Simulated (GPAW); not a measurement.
**Collinear magnetic orders of Fe2 on MgO3 001 with GPAW**

Does Fe2 on MgO3 001 prefer parallel or opposed moments, or none?

Method: PBE; plane waves with GPAW's PAW setups, scalar-relativistic, in GPAW 26.7.0.

## Step 1: Starting point

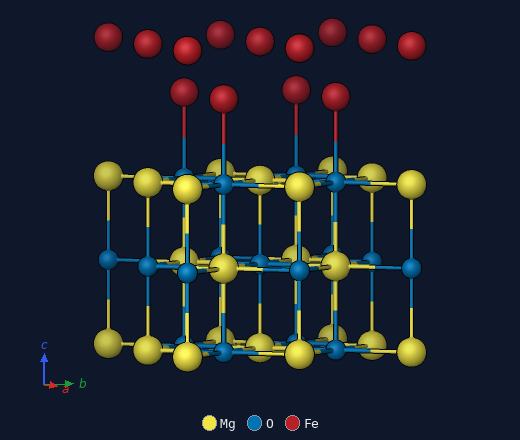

The cell as given, from the side, with the c axis up (magnesium yellow, oxygen blue, iron red). 2×2×1 cells are drawn. Some periodic images of atoms are drawn too.

The cell holds 8 atoms: 3 Mg, 3 O and 2 Fe. Cell: a = 2.978 Å, b = 2.978 Å, c = 19.692 Å, α = 90.0°, β = 90.0°, γ = 90.0°. ideal sites on the substrate's mesh, layer spacings from atomic volumes, unrelaxed, 12 A of vacuum. Vacuum lies along c.

Coordinates:

```cif
data_structure
_symmetry_space_group_name_H-M 'P 1'
_symmetry_Int_Tables_number 1
_cell_length_a 2.9783
_cell_length_b 2.9783
_cell_length_c 19.6920
_cell_angle_alpha 90.000
_cell_angle_beta 90.000
_cell_angle_gamma 90.000
_cell_volume 174.68
loop_
_atom_site_label
_atom_site_type_symbol
_atom_site_fract_x
_atom_site_fract_y
_atom_site_fract_z
_atom_site_occupancy
Mg1 Mg 0.00000 0.00000 0.30469 1
O2 O 0.50000 0.50000 0.30469 1
Mg3 Mg 0.50000 0.50000 0.41164 1
O4 O 0.00000 0.00000 0.41164 1
Mg5 Mg 0.00000 0.00000 0.51859 1
O6 O 0.50000 0.50000 0.51859 1
Fe7 Fe 0.50000 0.50000 0.62777 1
Fe8 Fe 0.00000 0.00000 0.69531 1
```

## Step 2: Run 1 (ferro ++)

Parallel moments need no larger cell; this start tests for a ferromagnetic state only.

order1.py

```python
import json
import numpy as np
from ase import Atoms
from ase.parallel import paropen, parprint
from gpaw import GPAW

atoms = Atoms(['Mg', 'O', 'Mg', 'O', 'Mg', 'O', 'Fe', 'Fe'],
    cell=[[2.978334, 0.0, 0.0],
         [0.0, 2.978334, 0.0],
         [0.0, 0.0, 19.692]],
    scaled_positions=[[0.0, 0.0, 0.304692],
         [0.5, 0.5, 0.304692],
         [0.5, 0.5, 0.411639],
         [0.0, 0.0, 0.411639],
         [0.0, 0.0, 0.518586],
         [0.5, 0.5, 0.518586],
         [0.5, 0.5, 0.627768],
         [0.0, 0.0, 0.695308]],
    pbc=True,
    magmoms=[0.0, 0.0, 0.0, 0.0, 0.0, 0.0, 2.6, 2.6])
atoms.calc = GPAW(mode={'name': 'pw', 'ecut': 600},
    xc='PBE',
    kpts={'size': (16, 16, 1), 'gamma': True},
    occupations={'name': 'fermi-dirac', 'width': 0.05},
    convergence={'density': 1e-05, 'energy': 1e-05},
    maxiter=250,
    mixer={'name': 'pulay', 'beta': 0.03, 'nmaxold': 8, 'weight': 100},
    symmetry={'tolerance': 1e-4},
    txt='order1.txt')
e = atoms.get_potential_energy(force_consistent=True)
res = {'free_energy': e, 'energy_sigma0': atoms.get_potential_energy(), 'fermi_energy': atoms.calc.get_fermi_level()}
res['moments'] = atoms.get_magnetic_moments().tolist()
res['total'] = atoms.get_magnetic_moment()
parprint('site moments (muB):', np.round(res['moments'], 3))
parprint(f"total moment: {res['total']:.3f} muB")
parprint(f'free energy: {e:.6f} eV')
atoms.calc.write('order1.gpw')
with paropen('results.json', 'w') as f:
    json.dump(res, f)
```

The run is started by

```sh
$ OMP_NUM_THREADS=1 mpirun -n 4 gpaw python order1.py > order1.log
```

The program printed:

```text
site moments (muB): [ 0.000e+00  0.000e+00  1.000e-03  1.000e-03 -7.000e-03  1.400e-02
  2.694e+00  2.908e+00]
total moment: 5.716 muB
free energy: -51.496092 eV

--- order1.txt ---
Input parameters:
  mode=PW(ecut=600),
  convergence={'density': 1e-05, 'energy': 1e-05},
  kpts=MonkhorstPack(size=(16, 16, 1), gamma=True),
  maxiter=250,
  mixer=Pulay(name='pulay', nmaxold=8, beta=0.03, weight=100, sigma=0.015, g_ss=None),
  occupations=Occupations(name='fermi-dirac', width=0.05),
  symmetry=Symmetry(tolerance=0.0001),
  xc=XC(name='PBE')

Diagonalizing LCAO Hamiltonian
Converting LCAO to pw mode
   .------.
  /|      |
 * |      |
 | |      |
 | |      |
 | |      |
 | |      |
 | |      |
 | |      |
 Fe|      |
 | | Fe   |
 | |      |
 | |      |
 | | O    |
 Mg|      |
 | | Mg   |
 O |      |
 | |      |
 | | O    |
 Mg|      |
 | |      |
 | |      |
 | |      |
 | |      |
 | .------.
 |/      /
 *------*

Atoms  # Å, Bohr magnetons
|   | symbol |        x |        y |         z |    initial magnetic moments |
|---|--------|----------|----------|-----------|-----------------------------|
| 0 |     Mg | 0.000000 | 0.000000 |  5.999995 | ( 0.0000,  0.0000,  0.0000) |
| 1 |      O | 1.489167 | 1.489167 |  5.999995 | ( 0.0000,  0.0000,  0.0000) |
| 2 |     Mg | 1.489167 | 1.489167 |  8.105995 | ( 0.0000,  0.0000,  0.0000) |
| 3 |      O | 0.000000 | 0.000000 |  8.105995 | ( 0.0000,  0.0000,  0.0000) |
| 4 |     Mg | 0.000000 | 0.000000 | 10.211996 | ( 0.0000,  0.0000,  0.0000) |
| 5 |      O | 1.489167 | 1.489167 | 10.211996 | ( 0.0000,  0.0000,  0.0000) |
| 6 |     Fe | 1.489167 | 1.489167 | 12.362007 | ( 0.0000,  0.0000,  2.6000) |
| 7 |     Fe | 0.000000 | 0.000000 | 13.692005 | ( 0.0000,  0.0000,  2.6000) |

Unit cell  # Å
| periodic |        x |        y |         z |   lengths |    angles |
|----------|----------|----------|-----------|-----------|-----------|
|      yes | 2.978334 | 0.000000 |  0.000000 |  2.978334 | 90.000000 |
|      yes | 0.000000 | 2.978334 |  0.000000 |  2.978334 | 90.000000 |
|      yes | 0.000000 | 0.000000 | 19.692000 | 19.692000 | 90.000000 |

Number of symmetries: 8

BZ-sampling:
  Number of BZ points: 256
  Number of IBZ points: 45

  Monkhorst-Pack size: [16, 16, 1]
  Monkhorst-Pack shift: [0.03125, 0.03125, 0.0]

K-points  # in reciprocal-cell coordinates
|     |                                coordinates |     weight |
|-----|--------------------------------------------|------------|
|   0 | (  0.00000000,   0.00000000,   0.00000000) | 0.00390625 |
|   1 | (  0.06250000,   0.00000000,   0.00000000) | 0.01562500 |
|   2 | (  0.06250000,   0.06250000,   0.00000000) | 0.01562500 |
|   3 | (  0.12500000,   0.00000000,   0.00000000) | 0.01562500 |
|   4 | (  0.12500000,   0.06250000,   0.00000000) | 0.03125000 |
|   5 | (  0.12500000,   0.12500000,   0.00000000) | 0.01562500 |
|   6 | (  0.18750000,   0.00000000,   0.00000000) | 0.01562500 |
|   7 | (  0.18750000,   0.06250000,   0.00000000) | 0.03125000 |
|   8 | (  0.18750000,   0.12500000,   0.00000000) | 0.03125000 |
|   9 | (  0.18750000,   0.18750000,   0.00000000) | 0.01562500 |
| ... |                                            |            |
|  44 | (  0.50000000,   0.50000000,   0.00000000) | 0.00390625 |

Plane wave coefficients: 5890
Cutoff: 600.0 eV

Spin-components: 2 (collinear spins)
Bands:           46
Projectors:      42
Spin-degeneracy: 1
Datatype:        complex128

Parallelization:
  kpt:    4
  domain: 1
  band:   1

Density:
  Valence electrons: 64.0
  Components: 2
  Grid points: [ 18  18 112]
  Charge: 0.0  # |e|

Potential:
  Grid points: [ 18  18 112]

species:
  Mg:
    name:    Magnesium
    Z:       12.0
    valence: 10
    core:    2
    charge:  0.0  # [|e|]
    compensation charges:
      type: gauss
      rc: 0.33  # [Å]
      lmax: 2
    cutoffs:
      filter: 1.86  # [Å]
      core: 0.54  # [Å]
    projectors
    | kind |    occ | energy [eV] | rcut [Å] |
    |------|--------|-------------|----------|
    |   2s |  2.000 |     -79.840 |    1.090 |
    |   3s |  2.000 |      -4.705 |    1.090 |
    |   2p |  6.000 |     -46.613 |    1.085 |
    |   3p |  0.000 |      -1.330 |    1.085 |
    |    d |        |       0.000 |    1.037 |

    Using partial waves for Mg as LCAO basis

  O:
    name:    Oxygen
    Z:       8.0
    valence: 6
    core:    2
    charge:  0.0  # [|e|]
    compensation charges:
      type: gauss
      rc: 0.21  # [Å]
      lmax: 2
    cutoffs:
      filter: 1.17  # [Å]
      core: 0.83  # [Å]
    projectors
    | kind |    occ | energy [eV] | rcut [Å] |
    |------|--------|-------------|----------|
    |   2s |  2.000 |     -23.961 |    0.688 |
    |   2p |  4.000 |      -9.029 |    0.598 |
    |    s |        |       3.251 |    0.688 |
    |    p |        |      18.182 |    0.598 |
    |    d |        |       0.000 |    0.619 |

    Using partial waves for O as LCAO basis

  Fe:
    name:    Iron
    Z:       26.0
    valence: 8
    core:    18
    charge:  0.0  # [|e|]
    compensation charges:
      type: gauss
      rc: 0.33  # [Å]
      lmax: 2
    cutoffs:
      filter: 2.06  # [Å]
      core: 2.67  # [Å]
    projectors
    | kind |    occ | energy [eV] | rcut [Å] |
    |------|--------|-------------|----------|
    |   4s |  2.000 |      -5.291 |    1.164 |
    |   4p |  0.000 |      -1.326 |    1.058 |
    |   3d |  6.000 |      -7.505 |    1.058 |
    |    s |        |      21.920 |    1.164 |
    |    p |        |      25.885 |    1.058 |
    |    d |        |      19.706 |    1.058 |

    Using partial waves for Fe as LCAO basis

Reference energy: -91710.400769  # eV

eigensolver:
  PPCG
  Converge bands: occupied
  niter=2

density mixing:
  Pulay-Mixer
  Linear mixing parameters: 0.03
  Old densities: 8
  Fourier metric: weight=100, sigma=0.015

occupation numbers:
  Fermi-Dirac:
    width: 0.0500  # eV

poisson solver:
  ecut: 4800.0  # eV

xc functional:
  name: PBE with 2 nearest neighbor stencil

convergence criteria:
- Maximum integral of absolute [dens]ity change: 1e-05 electrons / valence electron
- Maximum [total energy] change in last 3 cyles: 1e-05 eV / valence electron
- Maximum integral of absolute [eigenst]ate change: 4e-08 eV^2 / valence electron
maximum number of iterations: 250

SCF iterations
|iter     |      energy | eigst |  dens |  magmom |
|---------|-------------|-------|-------|---------|
|iter:   1|       0s |  -56.444677 | +0.39 |       |  +5.2094|
|iter:   2|       9s |  -55.590315 | -1.17 | -0.90 |  +5.2177|
|iter:   3|      18s |  -54.338410 | -1.42 | -0.94 |  +5.2336|
|iter:   4|      27s |  -51.411857 | -0.44 | -0.99 |  +5.3177|
|iter:   5|      37s |  -51.389499 | -2.01 | -1.29 |  +5.3335|
|iter:   6|      46s |  -51.381797 | -1.85 | -1.31 |  +5.4166|
|iter:   7|      55s |  -51.376721 | -3.01 | -1.43 |  +5.4244|
|iter:   8|      64s |  -51.422304 | -2.61 | -1.48 |  +5.4839|
|iter:   9|      73s |  -51.477459 | -2.16 | -1.60 |  +5.5904|
|iter:  10|      83s |  -51.474977 | -2.95 | -1.91 |  +5.6098|
[... 19 iterations left out ...]
|iter:  30|     261s |  -51.483389c| -7.55c| -4.35 |  +5.7156|
|iter:  31|     266s |  -51.483390c| -7.49c| -4.35 |  +5.7157|
|iter:  32|     275s |  -51.483392c| -7.62c| -4.39 |  +5.7161|
|iter:  33|     279s |  -51.483393c| -7.61c| -4.52 |  +5.7162|
|iter:  34|     283s |  -51.483392c| -7.72c| -4.62 |  +5.7161|
|iter:  35|     288s |  -51.483392c| -8.46c| -4.76 |  +5.7162|
|iter:  36|     292s |  -51.483393c| -8.50c| -4.77 |  +5.7162|
|iter:  37|     296s |  -51.483393c| -8.53c| -4.83 |  +5.7162|
|iter:  38|     300s |  -51.483393c| -8.33c| -4.95 |  +5.7163|
|iter:  39|     305s |  -51.483393c| -8.56c| -5.03c|  +5.7163|

Converged in 39 steps
Energy contributions relative to reference atoms: (reference = -91710.400769)

Energy contributions:
  Kinetic:          46.677669
  Coulomb:         -39.094239
  Zero:              0.374260
  External:          0.000000
  Xc:              -59.428384
  Entropy:          -0.025398
  Spinorbit:         0.000000
  ----------------------------
  Free energy:     -51.496092
  Extrapolated:    -51.483393

dipole moment: (-24.118521, -24.118521, -0.221852)  # |e|*Ang

Total magnetic moment: (0.000000, 0.000000, 5.716326)

Local magnetic moments
|        x |        y |         z |
|----------|----------|-----------|
| 0.000000 | 0.000000 |  0.000490 |  # Mg   0
| 0.000000 | 0.000000 |  0.000233 |  # O    1
| 0.000000 | 0.000000 |  0.001437 |  # Mg   2
| 0.000000 | 0.000000 |  0.000537 |  # O    3
| 0.000000 | 0.000000 | -0.007135 |  # Mg   4
| 0.000000 | 0.000000 |  0.014416 |  # O    5
| 0.000000 | 0.000000 |  2.694113 |  # Fe   6
| 0.000000 | 0.000000 |  2.908432 |  # Fe   7

Fermi level: 2.650
Eigenvalues  # (at kpt = [0.000, 0.000, 0.000])
| band index |      eig [eV] | occ [0-1] |      eig [eV] | occ [0-1] |
|------------|---------------|-----------|---------------|-----------|
|          0 |       -73.606 |     1.000 |       -73.606 |     1.000 |
|        ... |               |           |               |           |
|         24 |        -1.416 |     1.000 |        -0.891 |     1.000 |
|         25 |        -0.903 |     1.000 |         0.075 |     1.000 |
|         26 |        -0.903 |     1.000 |         0.931 |     1.000 |
|         27 |         0.155 |     1.000 |         2.763 |     0.094 |
|         28 |         0.155 |     1.000 |         2.763 |     0.094 |
|         29 |         0.409 |     1.000 |         2.782 |     0.065 |
|         30 |         0.495 |     1.000 |         2.868 |     0.012 |
|         31 |         0.614 |     1.000 |         2.956 |     0.002 |
|         32 |         1.072 |     1.000 |         3.505 |     0.000 |
|         33 |         1.072 |     1.000 |         3.857 |     0.000 |
|         34 |         1.793 |     1.000 |         3.857 |     0.000 |
|         35 |         2.457 |     0.979 |         4.170 |     0.000 |
|         36 |         3.067 |     0.000 |         4.409 |     0.000 |
|         37 |         4.722 |     0.000 |         5.213 |     0.000 |
|         38 |         5.119 |     0.000 |         5.345 |     0.000 |
|        ... |               |           |               |           |
|         45 |        12.797 |     0.000 |        10.773 |     0.000 |

No gap
No difference between direct/indirect transitions
```

Run time: 5.3 min. Hardware: 4 MPI ranks of Arm Neoverse V2, shared host; peak memory 1.4 GiB; 21 min of CPU time.

Spin moment in the augmentation sphere by atom:

```tsv
atom	spin moment in the augmentation sphere (μB)
Mg1	0.00
O2	0.00
Mg3	0.00
O4	0.00
Mg5	-0.01
O6	0.01
Fe7	2.69
Fe8	2.91
```

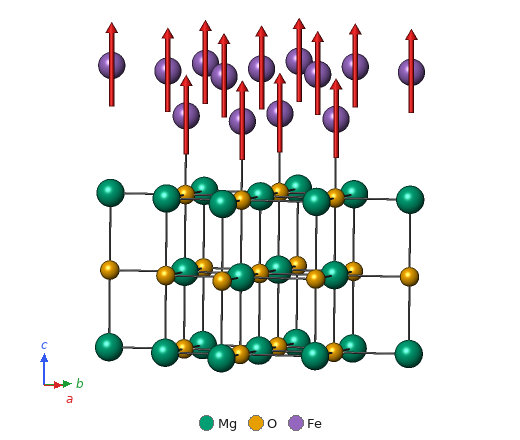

Spin moment in the augmentation sphere as arrows, the longest 2.91 μB. Up and down stand for the sign. Arrows give size and sign along the axis of quantisation, drawn up and down the page. 2×2×1 cells are drawn. Some periodic images of atoms are drawn too.

Numbers from this step:

```yaml
magnetization: 5.716 μB
final_state: ferromagnetic
```

After 39 cycles the largest moment stands at 2.91 μB.

## Step 3: Run 2 (antiferro +-)

Another pattern of signs weighs the neighbour shells otherwise.

order2.py is the script of step 2 with these lines changed:

```diff
@@ -19,3 +19,3 @@
     pbc=True,
-    magmoms=[0.0, 0.0, 0.0, 0.0, 0.0, 0.0, 2.6, 2.6])
+    magmoms=[0.0, 0.0, 0.0, 0.0, 0.0, 0.0, 2.6, -2.6])
 atoms.calc = GPAW(mode={'name': 'pw', 'ecut': 600},
@@ -28,3 +28,3 @@
     symmetry={'tolerance': 1e-4},
-    txt='order1.txt')
+    txt='order2.txt')
 e = atoms.get_potential_energy(force_consistent=True)
@@ -36,3 +36,3 @@
 parprint(f'free energy: {e:.6f} eV')
-atoms.calc.write('order1.gpw')
+atoms.calc.write('order2.gpw')
 with paropen('results.json', 'w') as f:
```

The run is started by

```sh
$ OMP_NUM_THREADS=1 mpirun -n 4 gpaw python order2.py > order2.log
```

The program printed:

```text
Input parameters:
  mode=PW(ecut=600),
  convergence={'density': 1e-05, 'energy': 1e-05},
  kpts=MonkhorstPack(size=(16, 16, 1), gamma=True),
  maxiter=250,
  mixer=Pulay(name='pulay', nmaxold=8, beta=0.03, weight=100, sigma=0.015, g_ss=None),
  occupations=Occupations(name='fermi-dirac', width=0.05),
  symmetry=Symmetry(tolerance=0.0001),
  xc=XC(name='PBE')

Diagonalizing LCAO Hamiltonian
Converting LCAO to pw mode
   .------.
  /|      |
 * |      |
 | |      |
 | |      |
 | |      |
 | |      |
 | |      |
[...]
Fe|      |
 | | Fe   |
[...]
| | O    |
 Mg|      |
 | | Mg   |
 O |      |
[...]
| | O    |
 Mg|      |
 | |      |
 | |      |
 | |      |
 | |      |
 | .------.
 |/      /
 *------*

Atoms  # Å, Bohr magnetons
|   | symbol |        x |        y |         z |    initial magnetic moments |
|---|--------|----------|----------|-----------|-----------------------------|
| 0 |     Mg | 0.000000 | 0.000000 |  5.999995 | ( 0.0000,  0.0000,  0.0000) |
| 1 |      O | 1.489167 | 1.489167 |  5.999995 | ( 0.0000,  0.0000,  0.0000) |
| 2 |     Mg | 1.489167 | 1.489167 |  8.105995 | ( 0.0000,  0.0000,  0.0000) |
| 3 |      O | 0.000000 | 0.000000 |  8.105995 | ( 0.0000,  0.0000,  0.0000) |
| 4 |     Mg | 0.000000 | 0.000000 | 10.211996 | ( 0.0000,  0.0000,  0.0000) |
| 5 |      O | 1.489167 | 1.489167 | 10.211996 | ( 0.0000,  0.0000,  0.0000) |
| 6 |     Fe | 1.489167 | 1.489167 | 12.362007 | ( 0.0000,  0.0000,  2.6000) |
| 7 |     Fe | 0.000000 | 0.000000 | 13.692005 | ( 0.0000,  0.0000, -2.6000) |

Number of symmetries: 8

BZ-sampling:
  Number of BZ points: 256
  Number of IBZ points: 45

  Monkhorst-Pack size: [16, 16, 1]
  Monkhorst-Pack shift: [0.03125, 0.03125, 0.0]

Plane wave coefficients: 5890
Cutoff: 600.0 eV

Spin-components: 2 (collinear spins)
Bands:           43
Projectors:      42
Spin-degeneracy: 1
Datatype:        complex128

Parallelization:
  kpt:    4
  domain: 1
  band:   1

Density:
  Valence electrons: 64.0
  Components: 2
  Grid points: [ 18  18 112]
  Charge: 0.0  # |e|

Potential:
  Grid points: [ 18  18 112]

[... setups left out ...]
Reference energy: -91710.400769  # eV

convergence criteria:
- Maximum integral of absolute [dens]ity change: 1e-05 electrons / valence electron
- Maximum [total energy] change in last 3 cyles: 1e-05 eV / valence electron
- Maximum integral of absolute [eigenst]ate change: 4e-08 eV^2 / valence electron
maximum number of iterations: 250

SCF iterations
|iter     |      energy | eigst |  dens |  magmom |
|---------|-------------|-------|-------|---------|
|iter:   1|       0s |  -55.610977 | +0.39 |       |  -0.0000|
|iter:   2|       9s |  -54.765235 | -1.14 | -0.92 |  -0.0258|
|iter:   3|      17s |  -53.758821 | -1.38 | -0.99 |  -0.0397|
|iter:   4|      26s |  -50.719956 | -0.27 | -1.03 |  -0.1645|
|iter:   5|      34s |  -50.703640 | -2.08 | -1.38 |  -0.1721|
|iter:   6|      43s |  -50.645332 | -1.92 | -1.36 |  -0.2920|
[...]
[... 141 iterations left out ...]
[...]
|iter: 158|    1374s |  -50.769492 | -3.39 | -2.81 |  -1.7402|
|iter: 159|    1383s |  -50.770556 | -4.31 | -2.88 |  -1.7845|
|iter: 160|    1392s |  -50.769239 | -4.48 | -2.86 |  -1.7275|
|iter: 161|    1401s |  -50.766662 | -3.88 | -2.87 |  -1.6214|
```

Elapsed: 24 min, on 4 MPI ranks; peak memory 1.4 GiB.

The run was cut off at its time limit.

It was cut off while still iterating. More time helps where the residual falls; where it has stalled, the mixing must change.

## Step 4: Order 3, typed as no spin polarisation

A run without seeds gives the energy of the state without moments.

nospin.py is the script of step 3 with these lines changed:

```diff
@@ -18,4 +18,3 @@
          [0.0, 0.0, 0.695308]],
-    pbc=True,
-    magmoms=[0.0, 0.0, 0.0, 0.0, 0.0, 0.0, 2.6, -2.6])
+    pbc=True)
 atoms.calc = GPAW(mode={'name': 'pw', 'ecut': 600},
@@ -28,11 +27,7 @@
     symmetry={'tolerance': 1e-4},
-    txt='order2.txt')
+    txt='nospin.txt')
 e = atoms.get_potential_energy(force_consistent=True)
 res = {'free_energy': e, 'energy_sigma0': atoms.get_potential_energy(), 'fermi_energy': atoms.calc.get_fermi_level()}
-res['moments'] = atoms.get_magnetic_moments().tolist()
-res['total'] = atoms.get_magnetic_moment()
-parprint('site moments (muB):', np.round(res['moments'], 3))
-parprint(f"total moment: {res['total']:.3f} muB")
 parprint(f'free energy: {e:.6f} eV')
-atoms.calc.write('order2.gpw')
+atoms.calc.write('nospin.gpw')
 with paropen('results.json', 'w') as f:
```

The run is started by

```sh
$ OMP_NUM_THREADS=1 mpirun -n 4 gpaw python nospin.py > nospin.log
```

The program printed:

```text
free energy: -50.020497 eV

--- nospin.txt ---
Input parameters:
  mode=PW(ecut=600),
  convergence={'density': 1e-05, 'energy': 1e-05},
  kpts=MonkhorstPack(size=(16, 16, 1), gamma=True),
  maxiter=250,
  mixer=Pulay(name='pulay', nmaxold=8, beta=0.03, weight=100, sigma=0.015, g_ss=None),
  occupations=Occupations(name='fermi-dirac', width=0.05),
  symmetry=Symmetry(tolerance=0.0001),
  xc=XC(name='PBE')

[...]
|        ... |               |           |
|         24 |        -1.174 |     2.000 |
|         25 |        -0.591 |     2.000 |
|         26 |        -0.385 |     2.000 |
|         27 |         1.321 |     2.000 |
[...]
|         37 |         4.893 |     0.000 |
|         38 |         5.197 |     0.000 |
|         39 |         6.576 |     0.000 |
|        ... |               |           |
|         42 |         9.305 |     0.000 |

No gap
No difference between direct/indirect transitions

[key lines of the parts left out:]
Free energy:     -50.020497
Converged in 34 steps
dipole moment: (-24.143176, -24.143176, -0.316339)  # |e|*Ang
Fermi level: 2.296
```

Run time: 2.4 min. Hardware: 4 MPI ranks; peak memory 1.1 GiB; 9.7 min of CPU time.

Numbers from this step:

| Quantity | Value |
| --- | --- |
| final state | non-magnetic (no spin polarisation) |

It lies 738 meV a seeded atom over the first start.

## Step 5: The states side by side

These are free energies at a smearing of 0.05 eV, so its entropy term is in the differences. They are divided by the number of seeded atoms, so that cells of unlike size compare.

Orders:

```tsv
start	final state	typed order kept	energy over the lowest (meV a seeded atom)	largest site moment (μB)	net moment (μB a primitive cell)	mesh matched	CPU time (s)
ferro ++	ferromagnetic	yes	0	2.908	5.716	yes	1278
no spin polarisation	non-magnetic	-	737.8	0	0	yes	584.4
```

## Step 6: Summary of results

```yaml
lower_run: with moments
largest_site_moment: 2.91 μB
next_state: non-magnetic, 738 meV a seeded atom higher
energy_gained_by_spin_polarisation: 738 meV a seeded atom
```

**Reading.** No opposed order could be compared. The parallel start holds moments up to 2.91 μB. 1 start gave no converged result and is missing from the ranking; where cut off, the energy had nearly settled, +358 meV a seeded atom from the lowest. No antiferromagnetic order was obtained, so the session says nothing on how the moments order.

[Logs and program files are shortened in this print: banners, set-up blocks, solver, clock and traceback lines can be left out without a mark of their own.]

[Logs are printed without paths, hosts, clocks, repeated set-up lines and the standing remarks that a program may print on its own settings, such as how far it seeks lower states.]

[Hosts, paths, dates, database ids (printed as entryN), source tags and the programs' standing remarks are cut or masked in the printed files.]

[Where a cell is said to come from a database of computed structures, the database is the Materials Project.]

[Lattice constants of own cells that a recipe calls measured were typed without a cited source.]
